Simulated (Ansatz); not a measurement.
**C2H2Cl2Sn (SMILES C#[C][SnH]([Cl])[Cl]): BLYP/def2-SVP (core potential)**

What is the electronic atomisation energy of C2H2Cl2Sn at BLYP/def2-SVP (core potential)? 

The calculation is run with Ansatz 0.2.0.

49 further runs of the same task are left out: 7 that didn't finish, 42 set aside as unsound or not needed.

### 1 Starting point

C2H2Cl2Sn has 7 atoms, charge 0, and is taken as a singlet. SMILES: `C#[C][SnH]([Cl])[Cl]`. The shape is that of a PBE0-D4/def2-TZVP optimisation.

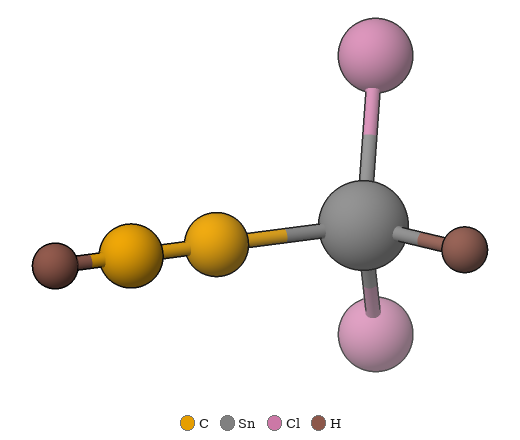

The structure, seen from a chosen angle (carbon amber, tin grey, chlorine pink, hydrogen brown).

### 2 The energy at BLYP/def2-SVP (core potential)

input.yaml

```yaml
crystal:
  periodic: [false, false, false]
  atoms:
    - {symbol: C, position_ang: [-1.668000, 1.349700, 0.386500]}
    - {symbol: C, position_ang: [-0.744900, 0.592400, 0.224500]}
    - {symbol: Sn, position_ang: [0.833800, -0.704500, -0.025300]}
    - {symbol: Cl, position_ang: [0.163900, -2.365900, -1.482000]}
    - {symbol: Cl, position_ang: [2.540200, 0.448400, -1.069500]}
    - {symbol: H, position_ang: [-2.485300, 2.020900, 0.525300]}
    - {symbol: H, position_ang: [1.421600, -1.409000, 1.394900]}
basis:
  gaussian: {orbitals: def2-SVP}
hamiltonian: {xc: {name: BLYP}}
accuracy: high
output: {orbitals: {seedname: orbitals}}
```

Started as:

```
$ ansatz run input.yaml --threads 1 --pin off --max-ram 3480MiB --events-out events.jsonl --progress --plain --runs-dir runs
```

Log:

```text
Warning: RAYON_NUM_THREADS=1 ignored (pool sized by the plan → 1); use --threads N
Functional definition: BLYP
  name "BLYP"
  parameter beta = 0.0042
  parameter a = 0.04918
  parameter b = 0.132
  parameter c = 0.2533
  parameter d = 0.349
  exchange = b88_x(beta = beta)
  correlation = lyp_c(a = a, b = b, c = c, d = d)
2157 factors; integrals over basis functions are off by at most 3.3e-8 eV
mean field evaluation 1: about -32964.0190 eV, gradient 4.9e1 eV
mean field evaluation 2: about -32927.7903 eV, gradient 1.2e2 eV
mean field evaluation 4: about -32969.3551 eV, gradient 2.6e1 eV
mean field evaluation 8: about -32971.1097 eV, gradient 3.3e-1 eV
mean field evaluation 16: about -32971.1071 eV, gradient 4.6e-5 eV
mean field -32971.10705272 eV, -1211.6658355683 hartree, gradient 3.9e-8 eV, S^2 0.000000; 0 other end points of the search recorded, 0 dependent functions left out
reference -32971.10711184 eV, -1211.6658377412 hartree; 35, 35 occupied and 65, 65 virtual orbitals, 2157 factors
Total energy: -32971.10711184 eV, -1211.6658377412 hartree
```

Wall time 9.6 s (1 thread of Arm Neoverse V1, shared host); peak memory 0.26 GiB.

### 3 The C atom at the same level

input.yaml

```yaml
crystal:
  periodic: [false, false, false]
  atoms:
    - {symbol: C, position_ang: [0.000000, 0.000000, 0.000000]}
basis:
  gaussian:
    orbitals: def2-SVP
hamiltonian:
  xc: {name: BLYP}
magnetization:
  spin_polarized: true
  initial_magnetization: 2
accuracy: high
```

Started as:

```
$ ansatz run input.yaml --threads 1 --pin off --max-ram 3480MiB --events-out events.jsonl --progress --plain --runs-dir runs
```

Log, shortened:

```text
Warning: RAYON_NUM_THREADS=1 ignored (pool sized by the plan → 1); use --threads N
[... 9 set-up lines as earlier in the session ...]
95 factors; integrals over basis functions are off by at most 1.9e-9 eV
mean field evaluation 1: about -1028.4311 eV, gradient 5.0e0 eV
mean field evaluation 2: about -1028.5374 eV, gradient 3.1e0 eV
mean field evaluation 4: about -1028.6092 eV, gradient 2.2e-1 eV
mean field evaluation 8: about -1028.6094 eV, gradient 1.9e-5 eV
mean field evaluation 16: about -1028.6094 eV, gradient 5.2e-2 eV
mean field evaluation 32: about -1028.6095 eV, gradient 5.2e-2 eV
mean field -1028.60939123 eV, -37.8006979111 hartree, gradient 8.7e-8 eV, S^2 2.002222; 8 other end points of the search recorded, 0 dependent functions left out
reference -1028.60941866 eV, -37.8006989194 hartree; 4, 2 occupied and 10, 12 virtual orbitals, 95 factors
Total energy: -1028.60941866 eV, -37.8006989194 hartree
```

Wall time 0.83 s (1 thread of Arm Neoverse V1, shared host).

### 4 The Cl atom at the same level

run.yaml

```yaml
crystal:
  periodic: [false, false, false]
  atoms:
    - symbol: Cl
      position_ang: [0.000000, 0.000000, 0.000000]
basis:
  gaussian: {orbitals: def2-SVP}
accuracy: high
hamiltonian: {xc: {name: BLYP}}
magnetization: {spin_polarized: true, initial_magnetization: 1}
```

Run the same way, it converges to -459.98664 Eh (log not shown).

### 5 The H atom at the same level

molecule.yaml

```yaml
crystal:
  periodic: [false, false, false]
  atoms:
    - symbol: H
      position_ang: [0.000000, 0.000000, 0.000000]
basis:
  gaussian:
    orbitals: def2-SVP
magnetization:
  spin_polarized: true
  initial_magnetization: 1
hamiltonian:
  xc: {name: BLYP}
accuracy: high
```

Started as:

```
$ ansatz run molecule.yaml --threads 1 --pin off --max-ram 3480MiB --events-out events.jsonl --progress --plain --runs-dir runs
```

Log, shortened:

```text
Warning: RAYON_NUM_THREADS=1 ignored (pool sized by the plan → 1); use --threads N
[... 9 set-up lines as earlier in the session ...]
15 factors; integrals over basis functions are off by at most 8.9e-10 eV
mean field evaluation 1: about -13.5052 eV, gradient 4.7e-1 eV
mean field evaluation 2: about -13.5079 eV, gradient 5.6e-2 eV
mean field evaluation 4: about -13.5078 eV, gradient 4.6e-5 eV
mean field evaluation 8: about -13.5078 eV, gradient 3.7e-9 eV
mean field -13.50782747 eV, -0.4964035038 hartree, gradient 3.7e-9 eV, S^2 0.750000; 0 other end points of the search recorded, 0 dependent functions left out
reference -13.50785355 eV, -0.4964044622 hartree; 1, 0 occupied and 4, 5 virtual orbitals, 15 factors
Total energy: -13.50785355 eV, -0.4964044622 hartree
```

It took 0.12 s on 1 thread of Arm Neoverse V1, shared host.

### 6 The Sn atom at the same level

run.yaml

```yaml
crystal:
  periodic: [false, false, false]
  atoms:
    - {symbol: Sn, position_ang: [0.000000, 0.000000, 0.000000]}
basis:
  gaussian:
    orbitals: def2-SVP
magnetization:
  spin_polarized: true
  initial_magnetization: 2
hamiltonian:
  xc: {name: BLYP}
accuracy: high
```

Run the same way, it converges to -214.19995 Eh (log not shown).

### 7 What came out

At BLYP/def2-SVP (core potential):

```
                     quantity           value
       molecule: total energy  -1211.66584 Eh
        molecule: HOMO energy        -7.16 eV
        molecule: LUMO energy        -2.06 eV
      molecule: HOMO–LUMO gap         5.11 eV
         C atom: total energy    -37.80070 Eh
                 C atom: ⟨S²⟩           2.002
        Cl atom: total energy   -459.98664 Eh
                Cl atom: ⟨S²⟩           0.751
         H atom: total energy     -0.49640 Eh
                 H atom: ⟨S²⟩           0.750
        Sn atom: total energy   -214.19995 Eh
                Sn atom: ⟨S²⟩           2.001
electronic atomisation energy       24.447 eV
```

In words: Taking the molecule apart into free atoms costs 24.45 eV (2359 kJ/mol), before zero-point energy and without spin-orbit coupling.
